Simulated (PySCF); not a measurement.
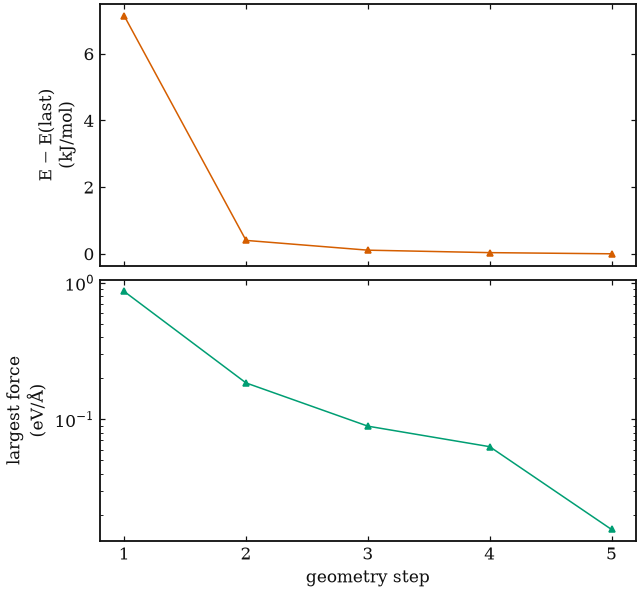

History of a geometry optimisation.

equatorial N-Methylpyrrolidine (SMILES CN1CCCC1); PBE0-D3(BJ)/def2-SVP, geometry optimisation in PySCF.

**How did it end, and what did it gain?**

The optimisation met its thresholds at geometry 5, counting the start as the first. The energy fell by about 7.1 kJ/mol from the first step to the last. The largest force goes from about 0.86 eV/Å at the start to 0.016 eV/Å at the end.
